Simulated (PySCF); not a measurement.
TaF (charge −1, quartet)

```tsv
atom	x (Å)	y (Å)	z (Å)
Ta	0.0000	0.0000	-0.1826
F	0.0000	0.0000	1.7394
```

⟨S²⟩ = 3.84, above the pure value of 3.75; core potentials replace the inner electrons of Ta.

All numbers below come from PBE0/def2-TZVPPD, non-relativistic Hamiltonian with scalar-relativistic core potentials where named, at a bond length of 1.922 Å in PySCF.

Question: Predict the electron density, electron localisation function and spin density between the atoms.

Answer: Ta–F (1.92 Å): the density is about 0.88 e/Å³ at the midpoint; the ELF peaks at about 0.85 in the valence shell of F, 0.5 Å from its nucleus, and drops to about 0.20 between the two atoms.
The unpaired spin (3 electrons) lies mostly on Ta1 (about 3.0), in electrons by Hirshfeld's partition.

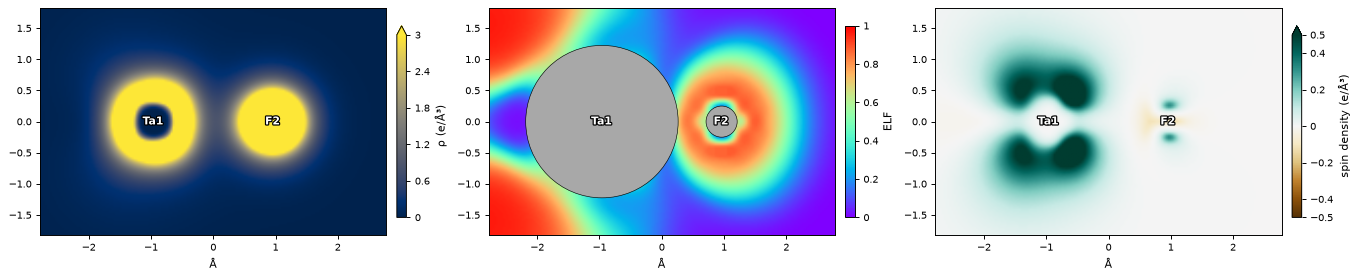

Computed electron density, electron localisation function and spin density on a plane that holds the molecular axis, in this order. Grey discs cover the atomic cores in the ELF map. 
